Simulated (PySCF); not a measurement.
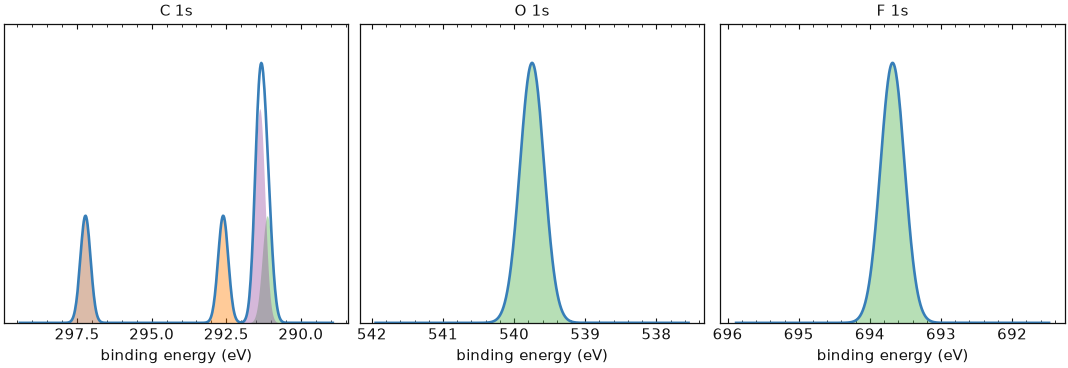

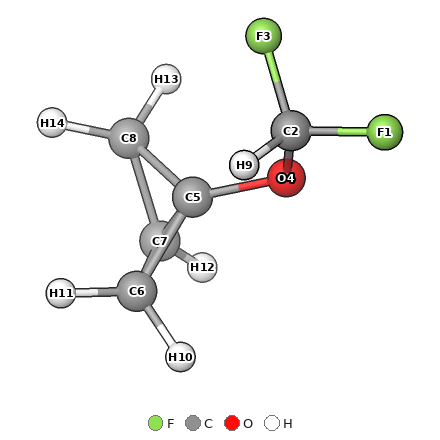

Simulated XPS of C₅H₆F₂O, SMILES FC(F)O[C@]12C[C@H]1C2. Vertical core-electron binding energies by ΔSCF (SCAN, pcX-2 on the ionised atom, pcseg-1 elsewhere, spin-free X2C; PySCF, at a PBE0-D3(BJ)/def2-SVP geometry (no frequency check)), gas phase, against the vacuum level. One atom of each kind was ionised; within a panel, areas follow the number of like atoms, each panel is scaled alone, Gaussians of 0.4 eV full width. Only the regions named are shown. Lines closer than the width merge in the curve. The order of lines from different atoms under 0.3 eV apart is within the error of the method.

> Assign the components.

```csv
level,atoms,binding energy (eV)
C 1s,C2,297.2
C 1s,C5,292.6
C 1s,"C6, C8",291.4
C 1s,C7,291.1
O 1s,O4,539.7
F 1s,"F1, F3",693.7
```

> How large is the chemical shift across the C 1s region?

6.1 eV, from C7 at 291.1 eV to C2 at 297.2 eV.

Note: one conformer of a flexible molecule.
